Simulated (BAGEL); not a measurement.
# GaH5O (SMILES [OH2+][GaH3-]) at B3LYP/6-31G(d) (density fitting with qzvpp-jkfit, spherical functions)

What is the energy change on altering one bond length of GaH5O at B3LYP/6-31G* (density fitting with qzvpp-jkfit, spherical functions)? 

The results are computed with BAGEL 1.2.2.

6 further runs of the same task are left out: 3 that didn't finish, 3 set aside as unsound or not needed. Runs told in other sessions of the task aren't counted.

## Step 1: Starting point

GaH5O has 7 atoms, charge 0, and is taken as a singlet. SMILES: `[OH2+][GaH3-]`. The shape is that of a PBE0-D4/def2-TZVP optimisation.

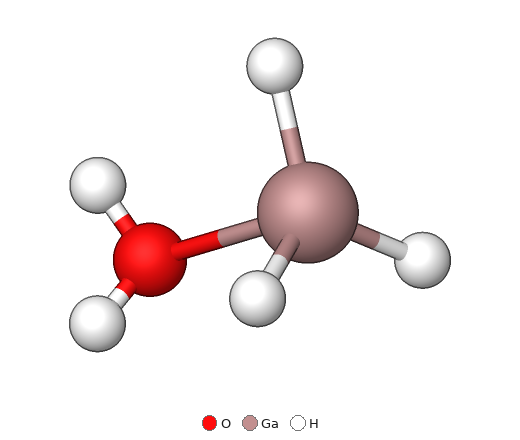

The structure, seen from a chosen angle (oxygen red, gallium pink, hydrogen white).

## Step 2: The energy at B3LYP/6-31G(d) (density fitting with qzvpp-jkfit, spherical functions)

Input file input.json:

```json
{ "bagel": [

{
  "title": "molecule",
  "basis": "6-31gs.json",
  "df_basis": "qzvpp-jkfit",
  "angstrom": true,
  "geometry": [
    { "atom": "O", "xyz": [   -0.245000,   -1.218100,   -0.170400 ] },
    { "atom": "Ga", "xyz": [    0.157500,    0.941300,   -0.135800 ] },
    { "atom": "H", "xyz": [   -0.952900,   -1.404300,    0.454600 ] },
    { "atom": "H", "xyz": [    0.531600,   -1.693700,    0.141100 ] },
    { "atom": "H", "xyz": [    0.082000,    1.250600,   -1.673300 ] },
    { "atom": "H", "xyz": [   -1.084700,    1.265700,    0.785600 ] },
    { "atom": "H", "xyz": [    1.572600,    0.790500,    0.552500 ] }
  ]
},
{
  "title": "ks",
  "xc_func": "b3lyp",
  "charge": 0
},
{
  "title": "print",
  "file": "orbitals.molden",
  "orbitals": true
}

]}
```

The basis set 6-31G* is read from a file made from the Basis Set Exchange's data (not shown).

On the command line:

```console
$ BAGEL_NUM_THREADS=1 BAGEL input.json > input.out
```

Log:

```text
* using 1 threads per process

  ===============================================================
  ===============================================================

  *** Geometry ***

  { "atom" : "O", "xyz" : [     -0.462983,     -2.301875,     -0.322009 ] },
  { "atom" : "Ga", "xyz" : [      0.297632,      1.778799,     -0.256625 ] },
  { "atom" : "H", "xyz" : [     -1.800720,     -2.653742,      0.859069 ] },
  { "atom" : "H", "xyz" : [      1.004578,     -3.200629,      0.266640 ] },
  { "atom" : "H", "xyz" : [      0.154958,      2.363291,     -3.162079 ] },
  { "atom" : "H", "xyz" : [     -2.049786,      2.391826,      1.484569 ] },
  { "atom" : "H", "xyz" : [      2.971783,      1.493829,      1.044074 ] },

  Number of auxiliary basis functions:      433

  Since a DF basis is specified, we compute 2- and 3-index integrals:
    o Being stored without compression. Storage requirement is 0.011 GB

  Number of basis functions:       56
  Number of electrons      :       44

    * METHOD: MOLECULE                             0.15

  *** Kohn-Sham DFT ***

    * Removing 10374 points whose weight is below 1.00e-10
    * Grid points: 93968

  === Nuclear Repulsion ===
   118.4478120257

       - DIIS with orbital gradients will be used.

  === KS iteration (b3lyp / 6-31gs.json) ===
      0      -1937.73852680          0.13059698           0.22
      1      -1708.58694917          0.24473379           0.20
      2      -1928.34572090          0.11598351           0.20
      3      -1917.86350497          0.24920608           0.21
      4      -1936.15802432          0.18245862           0.20
      5      -1993.83525326          0.13804213           0.20
      6      -1946.25620812          0.24809686           0.21
      7      -1938.73165568          0.17754163           0.20
      8      -1970.09380297          0.18776491           0.20
      9      -2001.11304008          0.08649882           0.20
     10      -1996.79012227          0.11879045           0.20
     11      -2000.54178971          0.09935347           0.20
     12      -2000.55095545          0.10255079           0.20
     13      -1999.90415367          0.11794948           0.20
     14      -2002.78925946          0.01451065           0.20
     15      -2002.82335771          0.00370633           0.20
     16      -2002.82728865          0.00074239           0.20
     17      -2002.82739569          0.00016618           0.20
     18      -2002.82740209          0.00003745           0.21
     19      -2002.82740244          0.00000483           0.20
     20      -2002.82740244          0.00000115           0.20
     21      -2002.82740244          0.00000014           0.20
     22      -2002.82740244          0.00000004           0.20
     23      -2002.82740244          0.00000001           0.20
     24      -2002.82740244          0.00000000           0.20
    * SCF iteration converged.

    * Permanent dipole moment:
           (    0.146211,     1.467959,    -0.574837) a.u.

    * METHOD: KS                                   5.39

    * METHOD: PRINT                                0.01

  ===============================================================
```

It took 5.7 s on 1 thread of Arm Neoverse V2, shared host; peak memory 0.29 GiB.

## Step 3: The distorted shape at the same level

Input file calc.json:

```json
{ "bagel" : [

{
  "title" : "molecule",
  "basis" : "6-31gs.json",
  "df_basis" : "qzvpp-jkfit",
  "angstrom" : "true",
  "geometry" : [
    { "atom" : "O", "xyz" : [      -0.365746,      -1.865897,      -0.180780 ] },
    { "atom" : "Ga", "xyz" : [       0.157500,       0.941300,      -0.135800 ] },
    { "atom" : "H", "xyz" : [      -1.073646,      -2.052097,       0.444220 ] },
    { "atom" : "H", "xyz" : [       0.410854,      -2.341497,       0.130720 ] },
    { "atom" : "H", "xyz" : [       0.082000,       1.250600,      -1.673300 ] },
    { "atom" : "H", "xyz" : [      -1.084700,       1.265700,       0.785600 ] },
    { "atom" : "H", "xyz" : [       1.572600,       0.790500,       0.552500 ] }
  ]
},

{ "title" : "ks", "xc_func" : "b3lyp" },

{ "title" : "print", "file" : "orbitals.molden", "orbitals" : "true" }

]}
```

The basis set 6-31G* is read from a file made from the Basis Set Exchange's data (not shown).

On the command line:

```console
$ BAGEL_NUM_THREADS=1 BAGEL calc.json > calc.out
```

Log:

```text
* using 1 threads per process

  ===============================================================
  ===============================================================

  *** Geometry ***

  { "atom" : "O", "xyz" : [     -0.691160,     -3.526034,     -0.341625 ] },
  { "atom" : "Ga", "xyz" : [      0.297632,      1.778799,     -0.256625 ] },
  { "atom" : "H", "xyz" : [     -2.028897,     -3.877901,      0.839454 ] },
  { "atom" : "H", "xyz" : [      0.776402,     -4.424788,      0.247025 ] },
  { "atom" : "H", "xyz" : [      0.154958,      2.363291,     -3.162079 ] },
  { "atom" : "H", "xyz" : [     -2.049786,      2.391826,      1.484569 ] },
  { "atom" : "H", "xyz" : [      2.971783,      1.493829,      1.044074 ] },

  Number of auxiliary basis functions:      433

  Since a DF basis is specified, we compute 2- and 3-index integrals:
    o Being stored without compression. Storage requirement is 0.011 GB

  Number of basis functions:       56
  Number of electrons      :       44

    * METHOD: MOLECULE                             0.14

  *** Kohn-Sham DFT ***

    * Removing 9647 points whose weight is below 1.00e-10
    * Grid points: 94695

  === Nuclear Repulsion ===
   101.4167052268

       - DIIS with orbital gradients will be used.

  === KS iteration (b3lyp / 6-31gs.json) ===
      0      -1924.67641476          0.09114679           0.20
      1      -1655.51075903          0.16836536           0.18
      2      -1861.33372131          0.10750744           0.18
      3      -1995.20226585          0.11419233           0.18
      4      -2001.95793458          0.05768726           0.18
      5      -2002.52306908          0.03313215           0.18
      6      -2002.74256452          0.01802890           0.18
      7      -2002.80825867          0.00671389           0.18
      8      -2002.81561196          0.00061658           0.18
      9      -2002.81574430          0.00015392           0.18
     10      -2002.81575274          0.00001965           0.18
     11      -2002.81575286          0.00000350           0.18
     12      -2002.81575286          0.00000086           0.18
     13      -2002.81575286          0.00000043           0.18
     14      -2002.81575286          0.00000010           0.18
     15      -2002.81575286          0.00000001           0.18
     16      -2002.81575286          0.00000000           0.18
    * SCF iteration converged.

    * Permanent dipole moment:
           (    0.080162,     1.112155,    -0.590354) a.u.

    * METHOD: KS                                   3.35

    * METHOD: PRINT                                0.01

  ===============================================================
```

Run time: 3.9 s. Hardware: 1 thread of Arm Neoverse V2, shared host; peak memory 0.29 GiB.

## Step 4: Results

At B3LYP/6-31G* (density fitting with qzvpp-jkfit, spherical functions):

| quantity | value |
| --- | --- |
| first shape: total energy | -2002.82740 Eh |
| first shape: dipole moment | 4.02 D |
| first shape: HOMO energy | -7.49 eV |
| first shape: LUMO energy | -0.69 eV |
| first shape: HOMO–LUMO gap | 6.80 eV |
| distorted shape: total energy | -2002.81575 Eh |
| distorted shape: dipole moment | 3.21 D |
| distorted shape: HOMO energy | -7.83 eV |
| distorted shape: LUMO energy | -1.19 eV |
| distorted shape: HOMO–LUMO gap | 6.64 eV |
| energy change with the O1–Ga2 bond stretched from 2.197 to 2.856 Å | 0.317 eV |

**Reading.** With the O1–Ga2 bond stretched from 2.197 to 2.856 Å the energy rises by 0.32 eV (30.6 kJ/mol). The first shape isn't relaxed at this level, so the change isn't measured from a minimum.
